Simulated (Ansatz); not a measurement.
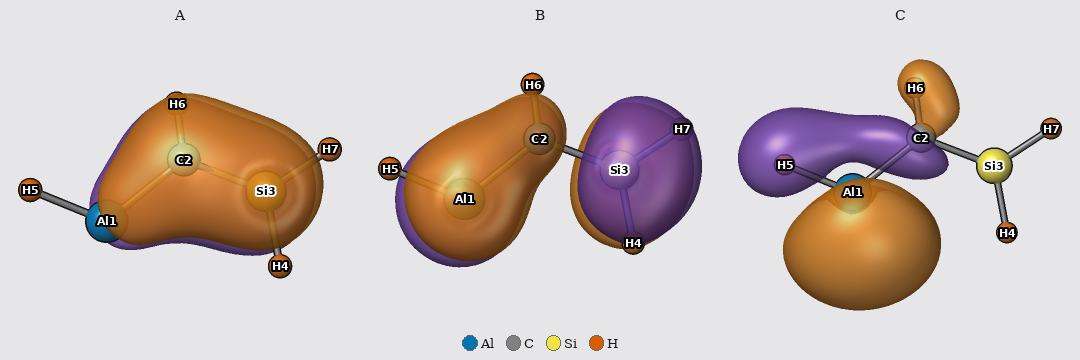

Figure 1: CH4AlSi (doublet). Three frontier orbitals at ±0.08 Å⁻³ᐟ² (orange and purple are the two phases), in no order.

All numbers below come from UKS PBE/def2-SVP (Ansatz 0.2.0).

Input

```
crystal:
  periodic: [false, false, false]
  atoms:
    - { symbol: Al, position_ang: [-1.16142, 0.39729, 0.08478] }
    - { symbol: C, position_ang: [0.70906, 0.50744, -0.58007] }
    - { symbol: Si, position_ang: [0.93633, -1.06534, 0.27] }
    - { symbol: H, position_ang: [0.48269, -2.27863, 0.89907] }
    - { symbol: H, position_ang: [-1.80662, 1.24757, 1.2344] }
    - { symbol: H, position_ang: [1.53901, 1.21331, -0.56847] }
    - { symbol: H, position_ang: [2.06548, -2.03443, 0.33842] }
magnetization:
  spin_polarized: true
  initial_magnetization: 1
basis:
  gaussian: { orbitals: def2-SVP }
hamiltonian:
  xc: pbe
relax:
  f_tol: 0.02
  max_steps: 50
output:
  orbitals: {}
```

Command:

```sh
ansatz run input.yaml --threads 2 --pin off --max-ram 3072MiB --backend cpu --events-out ev --progress --plain --runs-dir out
```

The fields are those of the relaxed geometry.

Question: Order the three orbitals by energy and name them. All are α orbitals.

Answer: A is the HOMO−1 (α) (−6.09 eV). It lies mainly on C2 (about 45 %), Si3 (about 35 %) and Al1 (about 10 %); it changes sign across the molecular plane (π type); π-bonding across C2–Si3. C is the HOMO (α) (−4.25 eV). Its weight (Hirshfeld) is mainly on Al1 (about 75 %), H5 (about 10 %) and C2 (about 10 %); it is symmetric in the molecular plane (an in-plane orbital: σ, lone-pair or in-plane π type). B is the LUMO (α) (−2.79 eV). By Hirshfeld shares it lies mainly on Si3 (about 45 %), Al1 (about 35 %) and C2 (about 10 %); it changes sign across the molecular plane (π type); π-bonding across Al1–C2.

Question: What is the gap between the highest occupied and lowest empty α orbitals?

Answer: 1.46 eV between the orbital energies.
